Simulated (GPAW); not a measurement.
# Core-hole calculation of the O K edge in SnO2 (R-3m), part 2 of 3

What does one-electron theory with a core hole give for the O K edge of SnO2 (R-3m)?

GPAW 26.7.0; X-ray absorption from dipole matrix elements to empty bands, plane-wave PAW LDA.

So far. Step 2 (The field without a hole): The mesh shows a gap of 1.76 eV, so the hole is first treated in a charged cell, without the excited electron. Step 3 (Spectrum without a core hole, O atom 2): Main maxima below 24 eV (height): 3.4 eV (2.88), 7.8 eV (2.10), 9.8 eV (2.64) and 17.3 eV (0.61). A K edge sees empty p states on the absorber.

**5. Spectrum with FCH, O atom 2**

The holes are 6.9 Å apart. In GPAW the data set carries the hole's charge, so charge=0 means a charged cell and charge=-1 a neutral one. The excited electron is left out and a uniform background balances the charge. After the field has converged, empty bands are computed with the density fixed and the dipole matrix elements are summed.

File xas.py:

```python
import numpy as np
from ase import Atoms
from ase.parallel import parprint, paropen
from gpaw import GPAW, PW, FermiDirac, Mixer, MixerDif, setup_paths
from gpaw.test import gen
setup_paths.insert(0, '.')
gen('O', name='fch1s', xcname='LDA', corehole=(1, 0, 1), write_xml=True)
from gpaw.mpi import world
world.barrier()

atoms = Atoms('Sn7O14',
    cell=[[4.85127923, -0.93362912, -4.80059258],
     [-3.23418615, -3.73451649, -4.80059258],
     [-1.61709308, 4.66814561, -4.80059258]],
    scaled_positions=[[0.5, 0.5, 0.5],
     [0.64285714, 0.07142857, 0.78571429],
     [0.07142857, 0.78571429, 0.64285714],
     [0.78571429, 0.64285714, 0.07142857],
     [0.21428571, 0.35714286, 0.92857143],
     [0.92857143, 0.21428571, 0.35714286],
     [0.35714286, 0.92857143, 0.21428571],
     [0.23717, 0.23717, 0.23717],
     [0.38002714, 0.80859857, 0.52288429],
     [0.80859857, 0.52288429, 0.38002714],
     [0.52288429, 0.38002714, 0.80859857],
     [0.95145571, 0.09431286, 0.66574143],
     [0.66574143, 0.95145571, 0.09431286],
     [0.09431286, 0.66574143, 0.95145571],
     [0.76283, 0.76283, 0.76283],
     [0.90568714, 0.33425857, 0.04854429],
     [0.33425857, 0.04854429, 0.90568714],
     [0.04854429, 0.90568714, 0.33425857],
     [0.47711571, 0.61997286, 0.19140143],
     [0.19140143, 0.47711571, 0.61997286],
     [0.61997286, 0.19140143, 0.47711571]],
    pbc=True)
atoms.calc = calc = GPAW(legacy_gpaw=True, mode=PW(500), xc='LDA', setups={7: 'fch1s'},
    kpts={'size': (3, 3, 3), 'gamma': True}, occupations=FermiDirac(0.02),
    charge=0, mixer=Mixer(0.1, 5, 50), maxiter=150,
    convergence={'density': 0.0001}, txt='scf.txt')
energy = atoms.get_potential_energy() + calc.get_reference_energy()
ef = calc.get_fermi_level()
out = dict(energy=energy, fermi=ef, forces=atoms.get_forces().tolist())
parprint(f'all-electron energy {energy:.4f} eV, Fermi level {ef:.4f} eV')
ev = np.array([[calc.get_eigenvalues(k, s) for k in range(len(calc.get_ibz_k_points()))] for s in range(calc.get_number_of_spins())])
out['homo'], out['lumo'], out['counts'] = ev[ev < ef].max(), ev[ev > ef].min(), sorted(set((ev < ef).sum((0, 2)).tolist()))
out['filled'] = (ev[:, 0] < ef).sum(1).tolist()

from ase.units import Ha
from gpaw.xas import dipole_matrix_elements
nb = int(calc.get_number_of_electrons() / 2) + 183
top, nb = nb, nb + 8 + nb // 12
nscf = calc.fixed_density(kpts={'size': (3, 3, 3), 'gamma': True}, nbands=nb,
    convergence={'bands': top, 'eigenstates': 1e-5}, maxiter=60, txt='nscf.txt')
cell = atoms.cell.array
ops = [cell.T @ U.T @ np.linalg.inv(cell.T) for U in nscf.wfs.kd.symmetry.op_scc]
filled = [91]  # bands filled in the ground state, by spin
E = np.arange(-6, 34, 0.1)
fwhm = np.interp(E, [4, 25], [0.9, 3.5])
Y, X, zero, highest = 0, 0, 1e9, 1e9
for spin in range(nscf.get_number_of_spins()):
    wfs = nscf.wfs
    A = dipole_matrix_elements(wfs.setups[7])
    eps = np.zeros((wfs.kd.nibzkpts, nb))
    d = np.zeros((3, A.shape[1], wfs.kd.nibzkpts, nb), complex)
    for kpt in wfs.kpt_u:
        if kpt.s == spin and 7 in kpt.P_ani:
            eps[kpt.k] = kpt.eps_n * Ha
            d[:, :, kpt.k] = (kpt.weight * wfs.nspins / 2) ** 0.5 * np.inner(A, kpt.P_ani[7])
    world.sum(eps)
    world.sum(d)
    T = np.einsum('amkn,bmkn->abkn', d, d.conj()).real
    T = sum(np.einsum('ai,ijkn,bj->abkn', R, T, R) for R in ops) / len(ops)
    empty = np.ones_like(eps, bool) & (np.arange(nb) >= filled[spin])
    zero, highest = min(zero, eps[empty].min()), min(highest, eps[:, top - 1].min())
    lines = [(eps, T, empty)] if spin == 0 else lines + [(eps, T, empty)]
for eps, T, empty in lines:
    f = np.einsum('aakn->akn', T).reshape(3, -1)
    x = eps.ravel() - zero
    w = np.interp(x, E, fwhm) / 2.35482
    g = np.exp(-0.5 * ((E[:, None] - x) / w) ** 2) / (w * (2 * np.pi) ** 0.5)
    Y = Y + (f * empty.ravel()) @ g.T
    X = X + (f * ~empty.ravel()) @ g.T
out.update(E=E.round(2).tolist(), xas=Y.tolist(), xes=X.tolist(), zero=zero, valid=highest - zero, nk=len(eps), nb=nb)
for i in range(0, len(E), 10):
    parprint(f'{E[i]:7.2f}', *(f'{v:10.3e}' for v in Y[:, i]))
import json
with paropen('out.json', 'w') as f:
    json.dump(out, f)
```

Launch:

```console
> OMP_NUM_THREADS=1 mpirun -n 4 gpaw python xas.py
```

Numbers of over 12 decimals in the logs are rounded to 6 here.

What it wrote:

```text
Input parameters:
  convergence: {density: 0.0001}
  kpts: {gamma: True,
         size: (3, 3, 3)}
  maxiter: 150
  mixer: {backend: pulay,
          beta: 0.1,
          method: separate,
          nmaxold: 5,
          weight: 50}
  mode: {ecut: 500.0,
         name: pw}
  occupations: {fixmagmom: False,
                name: fermi-dirac,
                width: 0.02}
  setups: {7: fch1s}

Initialize ...

[... PAW data sets ...]

Reference energy: -1202899.153908  # eV

Spin-paired calculation

[... convergence settings ...]
Symmetries present (total): 1
  [... symmetry matrices ...]

27 k-points: 3 x 3 x 3 Monkhorst-Pack grid
14 k-points in the irreducible part of the Brillouin zone
       k-points in crystal coordinates                weights
   0:     0.00000000    0.00000000    0.00000000          1/27
   1:     0.00000000    0.00000000    0.33333333          2/27
   2:     0.00000000    0.33333333   -0.33333333          2/27
   3:     0.00000000    0.33333333    0.00000000          2/27
   4:     0.00000000    0.33333333    0.33333333          2/27
   5:     0.33333333   -0.33333333   -0.33333333          2/27
   6:     0.33333333   -0.33333333    0.00000000          2/27
   7:     0.33333333   -0.33333333    0.33333333          2/27
   8:     0.33333333    0.00000000   -0.33333333          2/27
   9:     0.33333333    0.00000000    0.00000000          2/27
          ...
  13:     0.33333333    0.33333333    0.33333333          2/27

Wave functions: Plane wave expansion
  Cutoff energy: 500.000 eV
  Number of coefficients (min, max): 7713, 7763
  Pulay-stress correction: 0.000000 eV/Ang^3 (de/decut=0.000000)
  Using FFTW library
  Wavefunction extrapolation:
    Improved wavefunction reuse through dual PAW basis

Occupation numbers: Fermi-Dirac:
  width: 0.0200  # eV

Eigensolver
   Davidson(niter=2)

Densities:
  Coarse grid: 36*36*36 grid
  Fine grid: 72*72*72 grid
  Total Charge: 1.000000

Density mixing:
  Method: separate
  Backend: pulay
  Linear mixing parameter: 0.1
  old densities: 5
  Width of damping distribution: 1.1
  Damping of long wavelength oscillations: 50

[... Hamiltonian set-up ...]
Number of atoms: 21
Number of atomic orbitals: 119
Number of bands in calculation: 114
Number of valence electrons: 182
Bands to converge: occupied

... initialized

Initializing position-dependent things.

Density initialized from atomic densities
Creating initial wave functions:
  114 bands from LCAO basis set

                 O
                    O

              OSn     OSn
        O       O       O Sn
         SnO     SnO       O
            Sn      Sn

               O
                 O

Atomic positions and initial magnetic moments

Positions:
   0 Sn     0.000000    0.000000   -7.200889    ( 0.0000,  0.0000,  0.0000)
   1 Sn     1.617093    2.800887   -7.200889    ( 0.0000,  0.0000,  0.0000)
   2 Sn    -3.234186   -0.000000   -7.200889    ( 0.0000,  0.0000,  0.0000)
   3 Sn     1.617093   -2.800887   -7.200889    ( 0.0000,  0.0000,  0.0000)
   4 Sn    -1.617093    2.800887   -7.200889    ( 0.0000,  0.0000,  0.0000)
   5 Sn     3.234186    0.000000   -7.200889    ( 0.0000,  0.0000,  0.0000)
   6 Sn    -1.617093   -2.800887   -7.200889    ( 0.0000,  0.0000,  0.0000)
[...]
18 O     -0.000000   -1.867258   -6.185516    ( 0.0000,  0.0000,  0.0000)
  19 O     -1.617093    0.933629   -6.185516    ( 0.0000,  0.0000,  0.0000)
  20 O      1.617093    0.933629   -6.185516    ( 0.0000,  0.0000,  0.0000)

Unit cell:
           periodic     x           y           z      points  spacing
  1. axis:    yes    4.851279   -0.933629   -4.800593    36     0.1830
  2. axis:    yes   -3.234186   -3.734516   -4.800593    36     0.1830
  3. axis:    yes   -1.617093    4.668146   -4.800593    36     0.1830

  Lengths:   6.888560   6.888560   6.888560
  Angles:   76.791769  76.791769  76.791769

Effective grid spacing dv^(1/3) = 0.1869

iter:   1  -188.532146
iter:   2  -177.468544   -0.69  -0.93
iter:   3  -165.096711   -0.43  -1.04
iter:   4  -164.813359   -1.65  -1.40
iter:   5  -164.463023   -2.04  -1.51
iter:   6  -164.459016   -2.03  -2.02
iter:   7  -164.326708   -3.18  -2.14
iter:   8  -164.293934   -3.18  -2.37
iter:   9  -164.294327c  -3.79  -2.81
iter:  10  -164.290806c  -4.30  -2.82
iter:  11  -164.290781c  -4.43  -3.21
iter:  12  -164.290549c  -5.65  -3.46
iter:  13  -164.290508c  -5.57  -3.66
iter:  14  -164.290497c  -6.44  -3.96
iter:  15  -164.290494c  -6.89  -4.20c
iter:  16  -164.290493c  -7.83c -4.51c

Converged after 16 iterations.

Dipole moment: (-0.000000, 0.000000, 0.920251) |e|*Ang

Energy contributions relative to reference atoms: (reference = -1202899.153908)

Kinetic:       +103.827553
Potential:     -111.252528
External:        +0.000000
XC:            -155.136100
Entropy (-ST):   -0.000000
Local:           -1.729417
SIC:             +0.000000
--------------------------
Free energy:   -164.290493
Extrapolated:  -164.290493

Showing only first 2 kpts
 Kpt  Band  Eigenvalues  Occupancy
  0    89      2.67978    2.00000
  0    90      2.85252    2.00000
  0    91      4.50054    0.00000
  0    92      7.27997    0.00000

  1    89      2.84072    2.00000
  1    90      2.87247    2.00000
  1    91      5.44145    0.00000
[...]
Fermi level: 3.55932

Gap: 1.522 eV
Transition (v -> c):
  (s=0, k=5, n=90, [0.33, -0.33, -0.33]) -> (s=0, k=0, n=91, [0.00, 0.00, 0.00])
Direct/indirect transitions are different
Direct gap: 1.648 eV
Transition at: (s=0, k=0, n=90, [0.00, 0.00, 0.00])

Forces in eV/Ang:
  0 Sn    0.00000   -0.00000    0.01594
  1 Sn    0.34011   -0.17435   -0.01202
  2 Sn   -0.01906    0.38172   -0.01202
  3 Sn   -0.32104   -0.20737   -0.01202
  4 Sn   -0.00565   -2.90400    1.29618
  5 Sn   -2.51211    1.45689    1.29618
  6 Sn    2.51776    1.44711    1.29618
[...]
18 O    -0.00707    0.03490   -0.74806
 19 O     0.03377   -0.01133   -0.74806
 20 O    -0.02669   -0.02358   -0.74806
Scalar-relativistic atomic LDA calculation for O (Oxygen, Z=8)
Core hole in 1s state (1s occupation: 1.0)
300 radial gridpoints.
|------------------------------------------------|
|------------------------------------------------|
[... the atom generator's iteration count ...]

Energy contributions:
-------------------------
Kinetic:      +54.046737
XC:            -5.876031
Potential:   -102.458324
-------------------------
Total:        -54.287618

state      eigenvalue         ekin         rmax
-----------------------------------------------
1s^1.0 :   -21.731873    30.611423        0.127
2s^2.0 :    -1.594915     4.066245        0.801
2p^4.0 :    -1.067100     3.825706        0.682
-----------------------------------------------
(units: Bohr and Hartree)

Generating PAW setup
Kinetic energy of the core from tauc = 30.636371
Cutoffs:
rc(s)=1.300
rc(p)=1.130
rc(d)=1.170
rc(vbar)=1.300
rc(comp)=1.260
rc(nct)=1.300

Kinetic energy of the core states: 30.611423
Charge: 1.0
Core electrons: 1.0
Valence electrons: 6.0
Pseudo-core charge: 0.000198
Shape function alpha=6.299
Pseudo-electron charge 5.280306
state    eigenvalue         norm
--------------------------------
2s(2) :    -1.594915     1.065643
*s    :    -0.594915
2p(4) :    -1.067100     0.787205
*p    :    -0.067100
*d    :     0.000000
--------------------------------

Diagonalizing with gridspacing h=0.050

state   all-electron     PAW
-------------------------------
2s:      -1.594915    -1.596334
2p:      -1.067100    -1.073375
*d:                   -0.060686
*f:                   -0.013559
-------------------------------
all-electron energy -1203063.4444 eV, Fermi level 3.5593 eV
[...]
31.00  4.127e-05  4.127e-05  6.859e-05
  32.00  4.347e-05  4.347e-05  6.298e-05
  33.00  4.826e-05  4.826e-05  5.804e-05
```

Run time: 6.8 min. Hardware: 4 MPI ranks of Arm Neoverse V2, shared host; peak memory 0.74 GiB; 27 min of CPU time.

The O K spectrum, O atom 2, full core hole (charged cell) (energy from the lowest empty level; intensity scaled to a mean of 1 over the first 20 eV; polarised curves are means over the symmetry-equivalent atoms):

```
E (eV)  isotropic  ε ⊥ c  ε ∥ c
  -2.0       0.00   0.00   0.00
  -0.5       0.00   0.00   0.01
   1.0       0.32   0.19   0.58
   2.5       3.36   4.75   0.60
   4.0       0.71   0.84   0.45
   5.5       0.90   0.75   1.19
   7.0       2.34   2.95   1.13
   8.5       1.68   1.67   1.71
  10.0       1.65   1.14   2.68
  11.5       0.45   0.28   0.78
  13.0       0.19   0.13   0.29
  14.5       0.32   0.23   0.48
  16.0       0.63   0.48   0.91
  17.5       0.70   0.56   0.97
  19.0       0.64   0.63   0.67
  20.5       0.69   0.82   0.45
  22.0       0.89   1.09   0.49
  23.5       1.10   1.31   0.66
  25.0       1.33   1.54   0.92
  26.5       1.40   1.53   1.14
  28.0       1.21   1.19   1.23
  29.5       0.98   0.85   1.24
  31.0       0.86   0.70   1.17
```

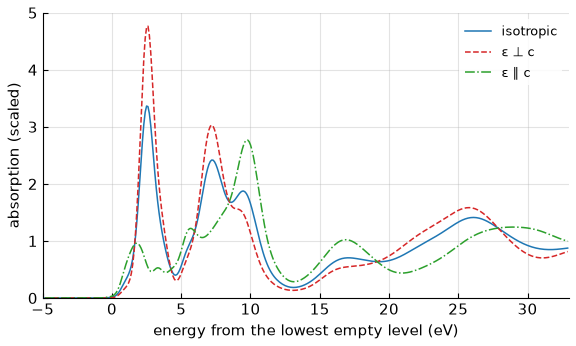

The O K edge, O atom 2, full core hole (charged cell): main maxima at 2.5, 7.2 and 9.5 eV.

Main maxima below 24 eV (height): 2.5 eV (3.36), 7.2 eV (2.42), 9.5 eV (1.87) and 17.1 eV (0.70). 

The hole costs E(hole) − E(ground) = 528.86 eV, and the lowest empty level of the hole cell on the spectrum's mesh lies at 4.50 eV, which puts the zero at 533.36 eV. One term is added: -8.83 eV, since the hole is spin-paired here and a spin-polarised one costs that much less in the free atom (computed apart). The photon energy is then 524.53 eV. The functional and the charged cell's background leave an error in such absolute values: in the free atom LDA prices this hole 4.1 eV below PBE (computed apart), and PBE is itself good to a few eV.

**6. Spectrum with HCH, O atom 2**

The holes are 6.9 Å apart. The data set carries half a charge, which charge=0 leaves uncompensated but for the background. Half a hole is Slater's transition state, a compromise that weakens the attraction. After the field has converged, empty bands are computed with the density fixed and the dipole matrix elements are summed.

Changed against the first core-hole run: core hole from full to half.

Edit xas.py of step 5 so:

```diff
@@ -6,3 +6,3 @@
 setup_paths.insert(0, '.')
-gen('O', name='fch1s', xcname='LDA', corehole=(1, 0, 1), write_xml=True)
+gen('O', name='hch1s', xcname='LDA', corehole=(1, 0, 0.5), write_xml=True)
 from gpaw.mpi import world
@@ -36,3 +36,3 @@
     pbc=True)
-atoms.calc = calc = GPAW(legacy_gpaw=True, mode=PW(500), xc='LDA', setups={7: 'fch1s'},
+atoms.calc = calc = GPAW(legacy_gpaw=True, mode=PW(500), xc='LDA', setups={7: 'hch1s'},
     kpts={'size': (3, 3, 3), 'gamma': True}, occupations=FermiDirac(0.02),
```

What it wrote:

```text
Input parameters:
  convergence: {density: 0.0001}
  kpts: {gamma: True,
         size: (3, 3, 3)}
  maxiter: 150
  mixer: {backend: pulay,
          beta: 0.1,
          method: separate,
          nmaxold: 5,
          weight: 50}
  mode: {ecut: 500.0,
         name: pw}
  occupations: {fixmagmom: False,
                name: fermi-dirac,
                width: 0.02}
  setups: {7: hch1s}

Initialize ...

[...]
*p    :     0.332066
*d    :     0.000000
--------------------------------

Diagonalizing with gridspacing h=0.050

state   all-electron     PAW
-------------------------------
2s:      -1.207218    -1.208471
2p:      -0.667934    -0.672941
*d:                    0.000894
*f:                    0.033554
-------------------------------
all-electron energy -1203335.7213 eV, Fermi level 3.4653 eV
[...]
32.00  5.095e-05  5.095e-05  7.248e-05
  33.00  5.549e-05  5.549e-05  6.841e-05
[key lines of the parts left out:]
Converged after 16 iterations.
Dipole moment: (-0.000000, 0.000000, 0.444681) |e|*Ang
Free energy:   -151.151858
Fermi level: 3.46531
```

The job ended after 6.8 min (4 MPI ranks; peak memory 0.74 GiB).

```
E (eV)  first run  this run
  -2.0       0.00      0.00
  -1.0       0.00      0.00
   0.0       0.01      0.01
   1.0       0.32      0.28
   2.0       2.03      1.10
   3.0       2.47      3.04
   4.0       0.71      1.07
   5.0       0.56      0.51
   6.0       1.19      0.89
   7.0       2.34      1.96
   8.0       1.95      2.16
   9.0       1.76      2.01
  10.0       1.65      2.10
  11.0       0.73      1.04
  12.0       0.30      0.38
  13.0       0.19      0.20
  14.0       0.24      0.24
  15.0       0.42      0.39
  16.0       0.63      0.57
  17.0       0.70      0.64
  18.0       0.68      0.62
  19.0       0.64      0.57
  20.0       0.66      0.55
  21.0       0.75      0.61
  22.0       0.89      0.70
  23.0       1.03      0.81
  24.0       1.17      0.94
  25.0       1.33      1.10
  26.0       1.41      1.24
  27.0       1.36      1.25
  28.0       1.21      1.16
  29.0       1.04      1.01
  30.0       0.92      0.88
  31.0       0.86      0.81
  32.0       0.85      0.80
```

The scaled spectrum changes by 26 % r.m.s. A shift of +0.4 eV leaves 11 %. The highest intensity below 16 eV goes from 2.5 eV (3.36) to 3.0 eV (3.04).

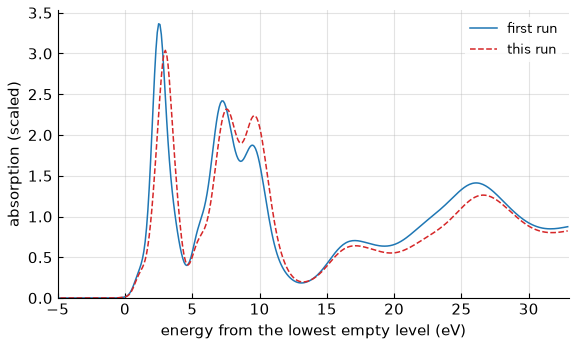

The effect of the change (core hole from full to half).

**7. Reference energy of the cell**

The cell and mesh change for the next run, so it gets a reference energy of its own.

File scf.py:

```python
import numpy as np
from ase import Atoms
from ase.parallel import parprint, paropen
from gpaw import GPAW, PW, FermiDirac, Mixer, MixerDif, setup_paths
from gpaw.test import gen
setup_paths.insert(0, '.')
gen('O', name='nch1s', xcname='LDA', corehole=(1, 0, 0), write_xml=True)
from gpaw.mpi import world
world.barrier()

atoms = Atoms('SnO2',
    cell=[[-3.23418615, 0, 0],
     [1.61709308, -2.80088737, 0],
     [1.61709308, 0.93362912, 4.80059258]],
    scaled_positions=[[0, 0.5, 0.5],
     [0.52566, 0.76283, 0.28849],
     [0.47434, 0.23717, 0.71151]],
    pbc=True)
atoms.calc = calc = GPAW(legacy_gpaw=True, mode=PW(500), xc='LDA', setups={1: 'nch1s'},
    kpts={'size': (6, 6, 6), 'gamma': True}, occupations=FermiDirac(0.02),
    charge=0, mixer=Mixer(0.1, 5, 50), maxiter=150,
    convergence={'density': 0.0001}, txt='scf.txt')
energy = atoms.get_potential_energy() + calc.get_reference_energy()
ef = calc.get_fermi_level()
out = dict(energy=energy, fermi=ef, forces=atoms.get_forces().tolist())
parprint(f'all-electron energy {energy:.4f} eV, Fermi level {ef:.4f} eV')
ev = np.array([[calc.get_eigenvalues(k, s) for k in range(len(calc.get_ibz_k_points()))] for s in range(calc.get_number_of_spins())])
out['homo'], out['lumo'], out['counts'] = ev[ev < ef].max(), ev[ev > ef].min(), sorted(set((ev < ef).sum((0, 2)).tolist()))
out['filled'] = (ev[:, 0] < ef).sum(1).tolist()
import json
with paropen('out.json', 'w') as f:
    json.dump(out, f)
```

Launch:

```console
> OMP_NUM_THREADS=1 mpirun -n 4 gpaw python scf.py
```

What it wrote:

```text
Input parameters:
  convergence: {density: 0.0001}
  kpts: {gamma: True,
         size: (6, 6, 6)}
  maxiter: 150
  mixer: {backend: pulay,
          beta: 0.1,
          method: separate,
          nmaxold: 5,
          weight: 50}
  mode: {ecut: 500.0,
         name: pw}
  occupations: {fixmagmom: False,
                name: fermi-dirac,
                width: 0.02}
  setups: {1: nch1s}

Initialize ...

[...]
2s(2) :    -0.872866     1.079797
*s    :     0.127134
2p(4) :    -0.337925     0.876472
*p    :     0.662075
*d    :     0.000000
--------------------------------

Diagonalizing with gridspacing h=0.050

state   all-electron     PAW
-------------------------------
2s:      -0.872866    -0.873954
2p:      -0.337925    -0.341740
*d:                    0.050276
*f:                    0.077289
-------------------------------
all-electron energy -171941.7602 eV, Fermi level 3.5923 eV
[key lines of the parts left out:]
Converged after 13 iterations.
Dipole moment: (-0.000000, -0.000000, -0.000000) |e|*Ang
Free energy:    -20.357264
Fermi level: 3.59231
```

Elapsed: 11 s, on 4 MPI ranks; peak memory 0.19 GiB; 46 s of CPU time.

(Continued in part 3 of 3.)

[Banner, clock and machine lines of the logs are left out without a mark of their own.]

[Logs are printed without paths, hosts, clocks, repeated set-up lines and the standing remarks that a program may print on its own settings, such as how far it seeks lower states.]

[Hosts, paths, dates, database ids (printed as entryN), source tags and the programs' standing remarks are cut or masked in the printed files.]

[Lists of maxima count a maximum above −3 eV only where it reaches 4 % of the highest in the window and stands out from its surroundings by 2 % of it (1.5 % where it reaches 55 %); shoulders and weaker maxima are passed over, and of the rest the first, up to two pre-edge ones and the few strongest are named.]
